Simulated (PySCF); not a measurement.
# C₅H₉BNSi (SMILES [H]/[C]=C\CNBC#C[SiH3]) (doublet): what the fields show

```xyz
17

C     1.3066    2.3036    0.5939
C     2.1405    1.3671    0.3036
C     1.7924    0.1080   -0.5194
N     1.7617   -1.0527    0.3231
B     0.6297   -1.6634    0.8488
C    -0.7438   -1.1283    0.4911
C    -1.8418   -0.6841    0.2277
Si   -3.5085    0.0048   -0.1584
H     0.2820    2.5240    0.4016
H     3.1654    1.3806    0.6536
H     0.8098    0.2413   -0.9737
H     2.5515   -0.0022   -1.3021
H     2.6816   -1.3595    0.6063
H     0.7566   -2.5892    1.5584
H    -4.5006   -1.0732   -0.1151
H    -3.8239    1.0350    0.8370
H    -3.4663    0.6000   -1.4997
```

Geometry: GFN2-xTB.

Computed with UKS B3LYP, pcH-1 on B C H N Si, non-relativistic, mean-field spin-orbit, GIAO in PySCF 2.14.0, density-fitted response routines.

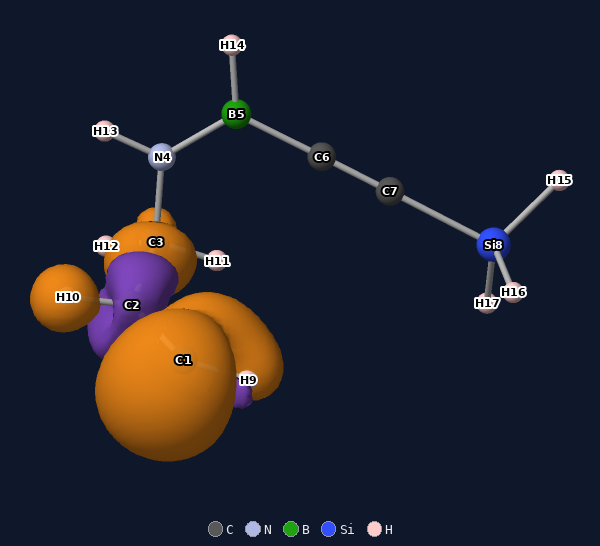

Figure 1. Isosurfaces of the spin density at +0.015 (orange) and −0.015 e/Å³ (purple), seen across its widest extent.

Which atoms carry the spin?

Answer. The unpaired spin (1 electron) lies mostly on C1 (about 0.8), in electrons by Hirshfeld's partition.

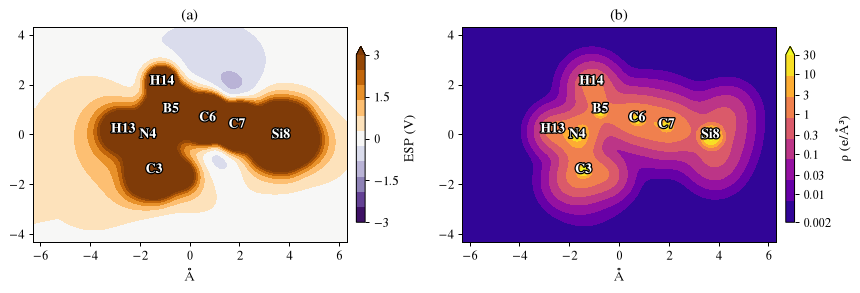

Figure 2. (a) molecular electrostatic potential; (b) electron density on the plane of atoms C3, N4 and B5.

What do the fields say about this system?

Answer.
- The section cuts through C, N, B, Si and H sites.
- C–C (1.21 Å): the density is about 2.6 e/Å³ at the midpoint.
- B–N (1.39 Å): ρ is about 1.7 e/Å³ halfway.
- C–N (1.43 Å): ρ is about 2.1 e/Å³ halfway, with its minimum of 1.8 e/Å³ about 0.5 Å from C.
- C–B (1.52 Å): ρ is about 1.4 e/Å³ halfway.
- C–Si (1.84 Å): ρ at the midpoint is about 0.93 e/Å³.
- Outside the dense part of the molecule the potential is most negative (−1.0 V) near C7.

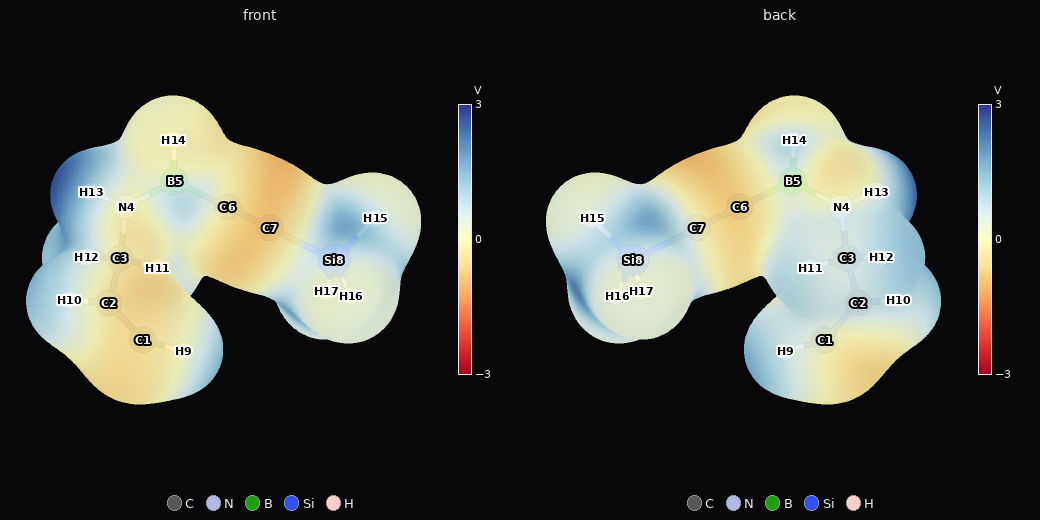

Figure 3. The molecular electrostatic potential painted on the density surface at 0.004 e/bohr³, seen from the front and from behind; the colour scale runs from red (negative) to blue (positive).

Where is the surface potential most negative and most positive?

Answer. The most negative region (about −1.0 V) lies over C6 and C7, the most positive (about +2.6 V) over H13.
